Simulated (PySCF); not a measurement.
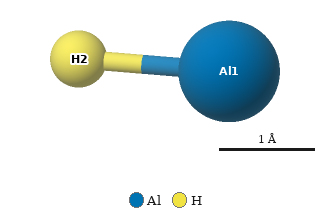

Figure 1. The structure (ball-and-stick view, seen at an oblique angle; atoms are numbered from 1 in the order of the input). Sticks mark near contacts. Bond lengths as drawn: Al–H 1.61 Å.

**Single-point calculation, with input and output: AlH**

- system: AlH
- method: CASSCF/6-311+G**, RHF (PySCF 2.14.0)

Some settings of this run were made unusual or wrong on purpose. The geometry comes from this level: GFN2-xTB.

### Input (run.py)
```python
# AlH
from pyscf import gto, scf, mcscf

system = gto.M(
    atom='''
Al     0.000000     0.000000     0.000000
H      0.000000     0.000000     3.049016
''',
    unit='bohr',
    verbose=3,
    charge=0,
    basis='6-311+g**',
    max_memory=1860,
)

myscf = scf.RHF(system)
myscf = myscf.density_fit(auxbasis='cc-pvqz-jkfit')
myscf.guess = 'atom'
myscf.kernel()

cas = mcscf.CASSCF(myscf, 4, 2)
cas.fix_spin_(ss=0.0)
cas.natorb = True
cas.kernel()
e_tot = cas.e_tot
print('E = %.10f Eh' % e_tot)
```

Run on 1 thread of Arm Neoverse V1, 24 GiB of memory available, shared host.

Launched with:
```bash
OMP_NUM_THREADS=1 python run.py
```

### Log
```
<class 'pyscf.df.df_jk.DFRHF'> does not have attributes  guess
converged SCF energy = -242.455483569401
CASSCF energy = -242.488780837355
CASCI E = -242.488780837355  E(CI) = -1.02940094118361  S^2 = 0.0000000
E = -242.4887808374 Eh
```

### What the run reported

| quantity | value |
| --- | --- |
| outcome | converged |
| total energy | −242.488781 hartree |
| SCF energy | −242.455484 hartree |
| CASSCF energy | −242.488781 hartree |
| correlation energy | −0.033297 hartree |
| basis functions | 36 |
| HOMO of the SCF reference | −7.81 eV |
| LUMO of the SCF reference | 0.49 eV |
| wall time | 2.8 s |
| peak memory | 0.13 GiB |

Some settings of this run were drawn to be unusual or wrong (tied set to false). It converged; results that depend on the unusual settings are not reference values.
